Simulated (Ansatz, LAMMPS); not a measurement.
# Electronic structure of glassy 63SiO2-14B2O3-11Na2O-11CaO (mol %) (111 atoms)

What does DFT give for glassy 63SiO2-14B2O3-11Na2O-11CaO (mol %) (111 atoms) as built?

Calculated with Ansatz 0.2.0; Kohn-Sham DFT, PBEsol, PAW (set soft_2), plane waves.

### 1. The structure

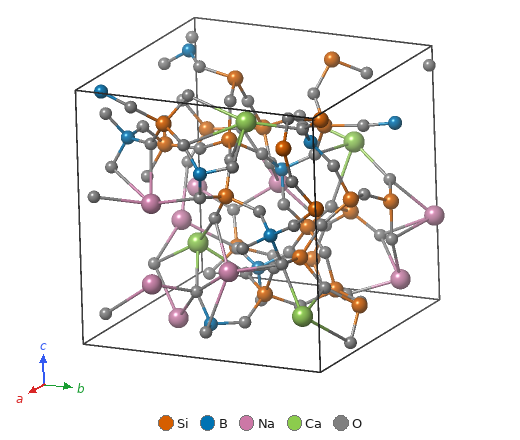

Start, viewed slightly off an axis; silicon orange, boron blue, sodium pink, calcium green, oxygen grey. Bonds to atoms that aren't drawn are left out. Some periodic images of atoms are drawn too.

The cell holds 111 atoms: 22 Si, 10 B, 8 Na, 4 Ca and 67 O. Its edges and angles: a = 11.109 Å, b = 11.109 Å, c = 11.109 Å, α = 90.0°, β = 90.0°, γ = 90.0°. 111 atoms (22 Si, 10 B, 8 Na, 4 Ca, 67 O) placed at random at 2.33 g/cm³, melted at 3000 K for 20 ps at fixed volume with the Buckingham and Coulomb pair potential of Guillot and Sator (Geochim. Cosmochim. Acta 71, 1249 (2007)) with the boron terms of Wang et al. (J. Non-Cryst. Solids 498, 294 (2018)). Quenched from 3000 K to 300 K at 100 K/ps and fixed volume, held 10 ps at zero pressure.

What the set-up can't give: The quench rate of 100 K/ps is orders of magnitude faster than experiment, which tends to freeze in extra defects. The starting topology of bonds comes from the classical model, and needn't be the one that DFT or experiment would give. The Brillouin zone is sampled at Γ only, in a cell whose shortest periodic width is 11 Å.

### 2. How the cell was made

A classical potential makes the cell, at a small fraction of what the same run would cost in DFT.

This step: classical MD, Buckingham and Coulomb pair potential of Guillot and Sator (Geochim. Cosmochim. Acta 71, 1249 (2007)) with the boron terms of Wang et al. (J. Non-Cryst. Solids 498, 294 (2018)) (LAMMPS 22 Jul 2025 - Update 4).

Contents of in.lmp:

```
# melt-quench of Si22B10Na8Ca4O67
units metal
atom_style charge
boundary p p p
region box block 0 11.5178 0 11.5178 0 11.5178
create_box 5 box
mass 1 28.0850   # Si
mass 2 10.8100   # B
mass 3 22.9898   # Na
mass 4 40.0780   # Ca
mass 5 15.9990   # O
create_atoms 1 random 22 97816 NULL overlap 1.5 maxtry 2000
create_atoms 2 random 10 97823 NULL overlap 1.5 maxtry 2000
create_atoms 3 random 8 97830 NULL overlap 1.5 maxtry 2000
create_atoms 4 random 4 97837 NULL overlap 1.5 maxtry 2000
create_atoms 5 random 67 97844 NULL overlap 1.5 maxtry 2000
pair_style buck/coul/long 9.0
pair_coeff * * 0.0 1.0 0.0
pair_coeff 1 5 50306.10 0.161 46.2978   # Si-O
pair_coeff 2 5 206941.81 0.124 35.0018   # B-O
pair_coeff 3 5 120303.80 0.17 0   # Na-O
pair_coeff 4 5 155667.70 0.178 42.2597   # Ca-O
pair_coeff 5 5 9022.79 0.265 85.0921   # O-O
pair_coeff 2 2 484.40 0.35 0.0   # B-B
pair_coeff 1 2 337.70 0.29 0.0   # Si-B
set type 1 charge 1.89
set type 2 charge 1.4175
set type 3 charge 0.4725
set type 4 charge 0.945
set type 5 charge -0.945
kspace_style pppm 1.0e-4
neigh_modify delay 0 every 1 check yes
thermo_style custom step time temp pe press density
thermo_modify norm yes
# [... 17 lines left out ...]
fix md all nvt temp 3000 300 0.1
run 27000 post no
unfix md
thermo 3333
fix md all npt temp 300 300 0.1 iso 0 0 1
run 10000 post no
unfix md
write_dump all custom glass.dump id type xs ys zs modify sort id
```

Command:

```console
> lmp -in in.lmp -log none -nocite
```

Numbers of over 12 decimals in the logs are rounded to 6 here.

Log:

```text
LAMMPS (22 Jul 2025 - Update 4)
Created orthogonal box = (0 0 0) to (11.5178 11.5178 11.5178)
Created 22 atoms
Created 10 atoms
Created 8 atoms
Created 4 atoms
Created 67 atoms
PPPM initialization ...
  G vector (1/distance) = 0.33002151
  grid = 10 10 10
  estimated relative force accuracy = 5.5309723e-05
   Step          Time           Temp          PotEng         Press         Density
         0   0              0              4.1614738      1498562.9      2.3280214
       100   0.1            0             -10.25449      -14656.515      2.3280214
       113   0.113          0             -10.276502     -14108.898      2.3280214
Loop time of 0.214456 s on 1 MPI rank(s) for 113 steps with 111 atoms
Minimization stats:
  Stopping criterion = energy tolerance
  Energy initial, next-to-last, final =
      4.16147383176347   -10.275564541056  -10.2765018373608
  Force two-norm initial, final = 524.8134 3.8269962
  Iterations, force evaluations = 113 180
   Step          Time           Temp          PotEng         Press         Density
         0   0              3000          -10.276502      15709.827      2.3280214
       500   0.5            2574.3979     -9.9359625     -19506.481      2.3280214
      1000   1              2669.6455     -9.9653321      14165.648      2.3280214
Loop time of 0.814052 s on 1 MPI rank(s) for 1000 steps with 111 atoms
   Step          Time           Temp          PotEng         Press         Density
      1000   1              2669.6455     -9.9653321      14165.648      2.3280214
      3333   3.333          2791.5659     -10.071575      10840.519      2.3280214
      6666   6.666          2978.4585     -10.051131      5747.4812      2.3280214
      9999   9.999          3949.4073     -9.9713134     -6209.2473      2.3280214
     13332   13.332         2864.2994     -10.095534      14265.447      2.3280214
     16665   16.665         3175.7779     -10.004784     -300.21469      2.3280214
[... 2 lines left out ...]
Loop time of 15.1076 s on 1 MPI rank(s) for 20000 steps with 111 atoms
   Step          Time           Temp          PotEng         Press         Density
[... 12 lines left out ...]
Loop time of 23.2491 s on 1 MPI rank(s) for 27000 steps with 111 atoms
   Step          Time           Temp          PotEng         Press         Density
[... 1 line left out ...]
     49995   49.995         346.0651      -10.474374      6363.6695      2.5716578
     53328   53.328         335.8461      -10.474026     -5496.6207      2.5865006
     56661   56.661         294.37814     -10.479474     -2266.7503      2.5525021
     58000   58             285.55233     -10.482284     -9298.5966      2.5947139
Loop time of 13.4168 s on 1 MPI rank(s) for 10000 steps with 111 atoms
```

The job ended after 53 s (1 thread of AMD EPYC 7R43, shared host; peak memory 0.077 GiB).

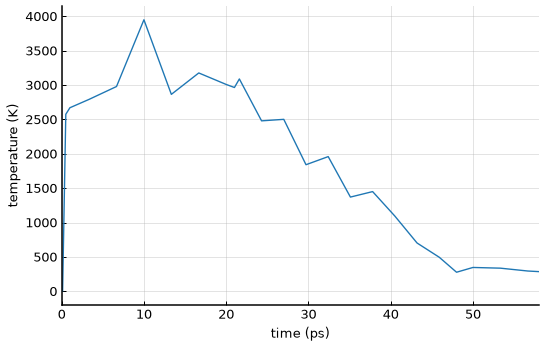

Temperature, plotted against time.

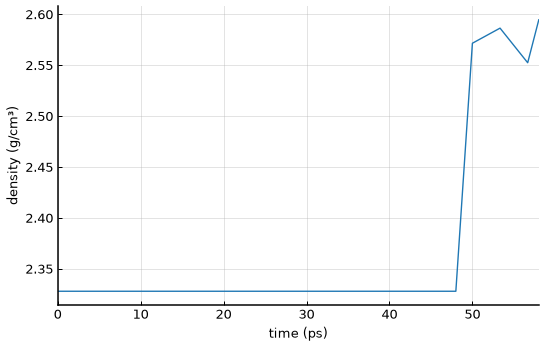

Density against time.

### 3. Plane-wave single point

The electrons are solved once, with the atoms held.

Contents of input.yaml:

```yaml
crystal:
  lattice:
    - [11.10884, 0.0, 0.0]
    - [0.0, 11.10884, 0.0]
    - [0.0, 0.0, 11.10884]
  atoms:
    - { symbol: Si, position: [0.04316, 0.65777, 0.32149] }
    - { symbol: Si, position: [0.23616, 0.92844, 0.44675] }
    - { symbol: Si, position: [0.56526, 0.9513, 0.13396] }
    - { symbol: Si, position: [0.17104, 0.2381, 0.17333] }
    - { symbol: Si, position: [0.84952, 0.29116, 0.85701] }
    - { symbol: Si, position: [0.37889, 0.75553, 0.12142] }
    - { symbol: Si, position: [0.01605, 0.4757, 0.10723] }
    - { symbol: Si, position: [0.18862, 0.37393, 0.66311] }
    - { symbol: Si, position: [0.73167, 0.89594, 0.9061] }
    - { symbol: Si, position: [0.12567, 0.10174, 0.60752] }
    - { symbol: Si, position: [0.75292, 0.49568, 0.56682] }
    - { symbol: Si, position: [0.99239, 0.86803, 0.86465] }
    - { symbol: Si, position: [0.63623, 0.74235, 0.32044] }
    - { symbol: Si, position: [0.36402, 0.35109, 0.90364] }
    - { symbol: Si, position: [0.33291, 0.70619, 0.74934] }
    - { symbol: Si, position: [0.556, 0.54717, 0.13114] }
    - { symbol: Si, position: [0.50849, 0.89839, 0.52896] }
    - { symbol: Si, position: [0.16866, 0.66256, 0.9567] }
    - { symbol: Si, position: [0.53602, 0.40617, 0.71694] }
    - { symbol: Si, position: [0.50582, 0.11882, 0.65922] }
    - { symbol: Si, position: [0.895, 0.94809, 0.60689] }
    - { symbol: Si, position: [0.31328, 0.61199, 0.33293] }
    - { symbol: B, position: [0.95499, 0.08526, 0.99127] }
    - { symbol: B, position: [0.34622, 0.41546, 0.15992] }
    - { symbol: B, position: [0.9485, 0.48951, 0.70908] }
    - { symbol: B, position: [0.56813, 0.76678, 0.75733] }
    - { symbol: B, position: [0.29025, 0.12113, 0.96746] }
    - { symbol: B, position: [0.28122, 0.97904, 0.77471] }
    - { symbol: B, position: [0.34613, 0.52747, 0.56015] }
    - { symbol: B, position: [0.74423, 0.08449, 0.75042] }
    - { symbol: B, position: [0.83536, 0.72178, 0.46058] }
    - { symbol: B, position: [0.75326, 0.41627, 0.05515] }
    - { symbol: Na, position: [0.3885, 0.11852, 0.32768] }
    - { symbol: Na, position: [0.02645, 0.00242, 0.33956] }
    - { symbol: Na, position: [0.79734, 0.52126, 0.28395] }
    - { symbol: Na, position: [0.17044, 0.92449, 0.12123] }
    - { symbol: Na, position: [0.8887, 0.24166, 0.23047] }
    - { symbol: Na, position: [0.6084, 0.20536, 0.01399] }
    - { symbol: Na, position: [0.06856, 0.3702, 0.41003] }
    - { symbol: Na, position: [0.86672, 0.23723, 0.54105] }
    - { symbol: Ca, position: [0.07345, 0.69663, 0.60868] }
    - { symbol: Ca, position: [0.75364, 0.59155, 0.87069] }
    - { symbol: Ca, position: [0.57621, 0.2815, 0.30917] }
    - { symbol: Ca, position: [0.84336, 0.85132, 0.15936] }
    - { symbol: O, position: [0.86041, 0.83613, 0.51948] }
    - { symbol: O, position: [0.4983, 0.39612, 0.8583] }
    - { symbol: O, position: [0.289, 0.51904, 0.21717] }
    - { symbol: O, position: [0.4772, 0.68806, 0.78392] }
    - { symbol: O, position: [0.09147, 0.76794, 0.89314] }
    - { symbol: O, position: [0.77505, 0.02706, 0.6362] }
    - { symbol: O, position: [0.67173, 0.51859, 0.05021] }
    - { symbol: O, position: [0.22245, 0.06747, 0.50265] }
    - { symbol: O, position: [0.91594, 0.40739, 0.80435] }
    - { symbol: O, position: [0.00943, 0.53319, 0.24386] }
    - { symbol: O, position: [0.3006, 0.30686, 0.21194] }
    - { symbol: O, position: [0.24468, 0.73324, 0.06136] }
    - { symbol: O, position: [0.37783, 0.20841, 0.93838] }
    - { symbol: O, position: [0.12065, 0.24897, 0.62645] }
    - { symbol: O, position: [0.11535, 0.86437, 0.49208] }
    - { symbol: O, position: [0.94971, 0.66096, 0.43563] }
    - { symbol: O, position: [0.4379, 0.8906, 0.10406] }
    - { symbol: O, position: [0.91536, 0.61137, 0.74078] }
    - { symbol: O, position: [0.3951, 0.55609, 0.43922] }
    - { symbol: O, position: [0.17706, 0.64453, 0.37851] }
    - { symbol: O, position: [0.1688, 0.02546, 0.72639] }
    - { symbol: O, position: [0.54753, 0.8499, 0.66725] }
    - { symbol: O, position: [0.89041, 0.45632, 0.59493] }
    - { symbol: O, position: [0.26091, 0.93968, 0.30619] }
    - { symbol: O, position: [0.09926, 0.19071, 0.29306] }
    - { symbol: O, position: [0.78589, 0.74148, 0.33633] }
    - { symbol: O, position: [0.47825, 0.43062, 0.1787] }
    - { symbol: O, position: [0.98656, 0.05779, 0.58269] }
    - { symbol: O, position: [0.55607, 0.08318, 0.1997] }
    - { symbol: O, position: [0.09039, 0.55893, 0.01438] }
    - { symbol: O, position: [0.33154, 0.41608, 0.0287] }
    - { symbol: O, position: [0.64983, 0.95115, 0.01113] }
    - { symbol: O, position: [0.75894, 0.63909, 0.52456] }
    - { symbol: O, position: [0.62974, 0.8398, 0.20973] }
    [... 27 atom lines left out ...]
    - { symbol: O, position: [0.66616, 0.47576, 0.6836] }
    - { symbol: O, position: [0.86722, 0.82812, 0.94241] }
    - { symbol: O, position: [0.69332, 0.41626, 0.45402] }
    - { symbol: O, position: [0.29572, 0.64318, 0.61765] }
    - { symbol: O, position: [0.78912, 0.01689, 0.8497] }
    - { symbol: O, position: [0.08045, 0.47307, 0.68801] }
kpoints:
  mp_grid: { grid: [1, 1, 1] }
hamiltonian:
  xc: pbesol
scf:
  occupations: { method: fixed }
output:
  forces: true
  stress: true
  populations: true
  dos:
    method: { smearing: { sigma: 0.1 } }
    de: 0.1
    projected: { site_lists: { B: [B], Ca: [Ca], Na: [Na], O: [O], Si: [Si] } }
  eigenvalues: true
  write_density: true
  write_potential: true
  volumetric_format: npy
```

Command:

```console
> ansatz run input.yaml --threads 8 --pin off --max-ram 15872MiB --backend cpu --events-out ev --progress --plain --runs-dir out
```

Log:

```text
Engine: ansatz 0.2.0, x86_64-unknown-linux-gnu
Pseudopotentials: kind: paw
Pseudopotential: Si, paw, valence charge 4, recommended cutoff 420 eV (normal), Si.paw.azcp
Pseudopotential: B, paw, valence charge 3, recommended cutoff 420 eV (normal), B.paw.azcp
Pseudopotential: Na, paw, valence charge 9, recommended cutoff 420 eV (normal), Na.paw.azcp
Pseudopotential: Ca, paw, valence charge 10, recommended cutoff 420 eV (normal), Ca.paw.azcp
Pseudopotential: O, paw, valence charge 6, recommended cutoff 420 eV (normal), O.paw.azcp
[... 3 lines on functional and potentials left out ...]
Crystal: 111 atoms, lattice volume = 1370.901 Å³
Basis set: ecut = 420 eV, 26865 PW (Γ), exchange–correlation on 150×150×150 points (8 copies of the dense FFT grid, shifted against one another)
Bands: 427, of which v1, the nominal top of the filled ones, is band 316 counted from 1 (315 counted from 0)
Symmetry: 1 space group operations
Space group: P1 (ITA 1), of the structure as read, at distance tolerance 1.1e-4 Å
k-points: 1
[... 16 lines on functional and potentials left out ...]
Initial density: superposition of atomic densities (neutral atoms: chi_scale 0, normalization atom), corrected by the library's trained network
Initial wavefunctions: pseudopotential atomic-orbital guess
Functional: x = pbesol(κ = 0.804, μ = 0.123457), c = pbesol(β = 0.046)
SCF iter   1: F=—  HF=-71868.271294 eV  |F-HF|=—  |Δ(HF+E_count)|=         —  Δρ=1.16e-2  dr2=1.52e0  ethr=1.77e-3  ⟨swp⟩=5.0  Hψ=1628  notcnv=0  defer=109
preconditioner: auto → Resta (q_TF=auto, 2.398 Å⁻¹)  ε∞=3.1  [insulator: Δε(μ)=1.895 eV  Ē_g=16.896 eV  n_scr=304 (ndim 8)  ℏωp=24.7 eV  f_vac=0.125  ε∞_Penn≈3.1]
SCF iter   2: F=—  HF=-71867.857020 eV  |F-HF|=—  |Δ(HF+E_count)|=   4.14e-1  Δρ=2.41e-3  dr2=9.05e-2  ethr=2.41e-4  ⟨swp⟩=2.0  Hψ=703  notcnv=0  defer=109
SCF iter   3: F=—  HF=-71867.846559 eV  |F-HF|=—  |Δ(HF+E_count)|=   1.05e-2  Δρ=1.10e-3  dr2=3.18e-2  ethr=1.43e-5  ⟨swp⟩=3.0  Hψ=535  notcnv=0  defer=109
SCF iter   4: F=—  HF=-71867.846765 eV  |F-HF|=—  |Δ(HF+E_count)|=   2.07e-4  Δρ=1.11e-3  dr2=1.77e-2  ethr=5.03e-6  ⟨swp⟩=3.0  Hψ=535  notcnv=0  defer=109
SCF iter   5: F=—  HF=-71867.844422 eV  |F-HF|=—  |Δ(HF+E_count)|=   2.34e-3  Δρ=2.03e-4  dr2=1.12e-3  ethr=2.79e-6  ⟨swp⟩=3.0  Hψ=534  notcnv=0  defer=109
SCF iter   6: F=—  HF=-71867.845031 eV  |F-HF|=—  |Δ(HF+E_count)|=   6.09e-4  Δρ=1.54e-4  dr2=3.46e-4  ethr=1.78e-7  ⟨swp⟩=3.0  Hψ=627  notcnv=0  defer=109
SCF iter   7: F=—  HF=-71867.845178 eV  |F-HF|=—  |Δ(HF+E_count)|=   1.47e-4  Δρ=4.07e-5  dr2=3.70e-5  ethr=5.48e-8  ⟨swp⟩=2.0  Hψ=619  notcnv=0  defer=109
SCF iter   8: F=—  HF=-71867.842383 eV  |F-HF|=—  |Δ(HF+E_count)|=   2.79e-3  Δρ=2.15e-5  dr2=8.30e-6  ethr=5.85e-9  ⟨swp⟩=2.0  Hψ=743  notcnv=0  defer=109
SCF iter   9: F=—  HF=-71867.842396 eV  |F-HF|=—  |Δ(HF+E_count)|=   1.30e-5  Δρ=1.09e-5  dr2=1.88e-6  ethr=1.31e-9  ⟨swp⟩=2.0  Hψ=622  notcnv=0  defer=109
SCF iter  10: F=—  HF=-71867.842399 eV  |F-HF|=—  |Δ(HF+E_count)|=   2.75e-6  Δρ=3.90e-6  dr2=2.66e-7  ethr=2.98e-10  ⟨swp⟩=2.0  Hψ=634  notcnv=0  defer=109
SCF iter  11: F=-71867.842400 eV  HF=-71867.842399 eV  |F-HF|=8.28e-8  |Δ(HF+E_count)|=   5.41e-7  Δρ=2.07e-6  dr2=6.44e-8  ethr=1.58e-11  ⟨swp⟩=24.0  Hψ=4579  notcnv=0
SCF 1 converged in 11 iterations: F = -71867.842400 eV  dr2 = 6.44e-8
  greatest PAW one-centre occupation: 0.999 electrons in one spin orbital (limit 2), on the Na atom at site 34 (counted from 0), in its partial waves of l = 0
SCF converged after 11 iterations
Free energy (F): -71867.842400 eV
Harris-Foulkes:  -71867.842399 eV  (|F-HF|=8.28e-8)
Internal energy: -71867.842400 eV  (E = F + TS)
E sigma→0 (E₀):  -71867.842400 eV
Fermi energy:    4.735986 eV
--- Per-component energies (eV) ---
  E_band       = -4116.023171
  E_kinetic    = 15407.351901
  E_local      = -46168.589263  (includes V_loc(G=0)·N_el)
  E_nonlocal   = 5063.068306
  E_hartree    = 16736.180317
  E_xc         = -7275.811438
  E_vxc        = -8782.742544  (∫ρ·V_xc dr)
  E_paw        = -27366.753691  (= ΣΔE_a)
  E_vpaw       = -3107.636946  (= ΣTr[D̂ρ^β])
  E_aug_tail   = 0.170144  (compensation charges beyond the density's cutoff)
  E_ewald      = -28267.577136
  E_core_change = 4.118461  (= ΣΔE_core)
  E_smearing   = -0.000000  (= −TS)
  E_closure    = 0.000000  (closes the sum)
  Σ components = -71867.842400   (vs F -71867.842400, Δ=0.00e0)
--- Forces (eV/Å), atoms counted from 1 ---
  atom   1  Si    -0.04269718     1.96579593    -0.33100448
  atom   2  Si     0.61587265    -0.56405224     0.16186790
  atom   3  Si    -0.20769647     0.58785980     1.01853622
  atom   4  Si     0.84791588     0.90853922     1.20137778
  atom   5  Si     0.85127535    -1.69056387    -0.03371317
  atom   6  Si     0.53030060    -1.35257622     0.65743368
  atom   7  Si     0.48320453    -1.07179936    -0.28205100
  atom   8  Si    -0.84562774     1.67320221     2.23601786
  atom   9  Si     1.99228675     1.51575216    -1.45110768
  atom  10  Si     2.63676780    -1.95324440     2.03073138
  atom  11  Si    -0.60265855     0.62662794    -3.07754668
  atom  12  Si    -0.72101136     2.33147623     0.19427530
  atom  13  Si     0.23189605     0.03376690     0.37134149
  atom  14  Si    -1.12802512    -0.25158260    -0.35221111
[...]
atom 110  O     -0.26818626    -1.08420542     0.35524575
  atom 111  O      0.49898082     0.24973934    -0.37791128
  max |Σ_I F_I| component: 2.02e-4 eV/Å
--- Stress (GPa, compression-positive) ---
       -1.693736      -0.240507       0.034123
       -0.240507      -5.942321      -1.009480
        0.034123      -1.009483      -3.015454
  P = ⅓ Tr σ = -3.5505 GPa (-35.505 kbar)
--- Band table (eV) ---
  k-point 0: bands = ["-46.9636", "-46.8609", "-46.6107", "-46.5428", [... 411 levels ...], "13.8559", "13.9333", "13.9805", "13.9941", "14.0274", "14.0750", "14.1091", "14.1407", "14.1748", "14.1973", "14.2391", "14.3184"]
--- Löwdin populations: 111 sites ---
  site symbol       q [e]
     0     Si      2.3650
     1     Si      2.4276
     2     Si      2.3336
[...]
110      O      6.6874
  spilling = 0.011480 (of n_electrons = 632.000000)
```

Run time: 18 s. Hardware: 8 threads of AMD EPYC 7R43, shared host; peak memory 2.1 GiB; 2.1 min of CPU time.

The run gave:

```yaml
free_energy: -71867.8424 eV
free_energy_per_atom: -647.4580 eV/atom
scf_cycles: 11
pressure: -3.551 GPa
r_m_s_force_component: 1.074 eV/Å
longest_force: 4.964 eV/Å
fermi_energy: 4.736 eV
spacing_of_highest_filled_and_lowest_empty_level: 1.737 eV
spilling_of_the_projection: 0.01148
```

Length of the force by element:

```csv
element,coordination,atoms,mean length of the force (eV/Å),spread,least,most
B,all,10,2.12,0.860,0.819,3.49
Ca,all,4,1.61,0.989,0.104,2.76
Na,all,8,0.948,0.526,0.175,1.78
O,all,67,1.40,0.657,0.425,3.27
Si,all,22,2.36,1.08,0.439,4.96
```

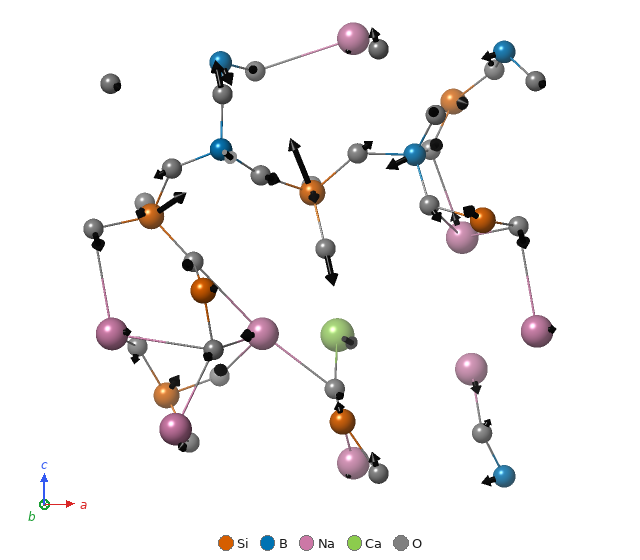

Forces as arrows; the longest in the cell is 4.96 eV/Å. Drawn is a slice 4 Å thick, seen along the normal of the ac plane. Bonds to atoms that aren't drawn are left out.

Löwdin charges by element (they lack the spilled electrons, 0.065 e an atom on average):

```csv
element,coordination,atoms,mean charge (e),spread,least,most
B,all,10,0.558,0.0466,0.484,0.630
Ca,all,4,1.78,0.0063,1.77,1.79
Na,all,8,0.786,0.0169,0.750,0.809
O,all,67,-0.730,0.113,-0.974,-0.422
Si,all,22,1.69,0.0421,1.57,1.77
```

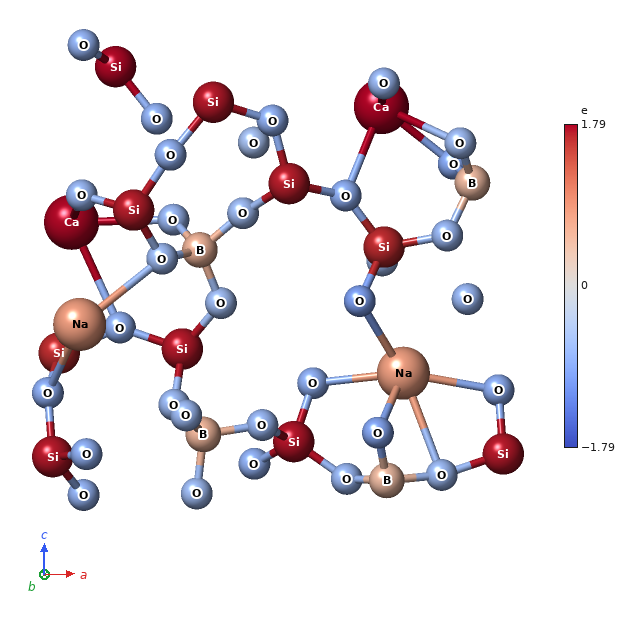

Atoms coloured by Löwdin charge. Drawn is a slice 4 Å thick, seen along the normal of the ac plane. Bonds to atoms that aren't drawn are left out.

States in the cell by windows of 1 eV, zero at the Fermi level; the larger projections on atomic orbitals stand beside the total:

```csv
from (eV),to (eV),total,O p,Si p
-14,-12,0.0,0.0,0.0
-12,-11,2.8,1.8,0.1
-11,-10,8.8,5.9,0.4
-10,-9,17.0,11.6,0.9
-9,-8,18.4,13.1,1.9
-8,-7,32.1,23.6,4.4
-7,-6,34.9,25.9,3.8
-6,-5,33.1,26.2,2.6
-5,-4,56.6,48.7,2.7
-4,-3,54.8,49.6,1.7
-3,-2,61.2,57.0,1.3
-2,-1,53.9,50.9,0.8
-1,0,25.4,24.2,0.4
0,1,2.8,2.7,0.0
1,2,2.0,0.2,0.0
2,3,1.6,0.1,0.1
3,4,11.0,0.6,0.7
4,5,19.8,1.2,1.9
```

With fixed occupations the program's Fermi level is the highest filled level; weight inside the gap is the broadening of levels at its edges.

Between -26 and -14 eV lie 206 more states.

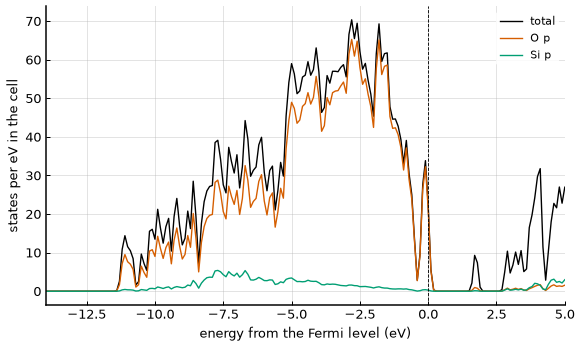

Total and projected density of states, with the broadening of the input.

(Continued in part 2 of 2.)

[Logs are printed without paths, hosts, clocks, repeated set-up lines and the standing remarks that a program may print on its own settings, such as how far it seeks lower states.]

[Hosts, paths, dates, database ids (printed as entryN), source tags and the programs' standing remarks are cut or masked in the printed files.]
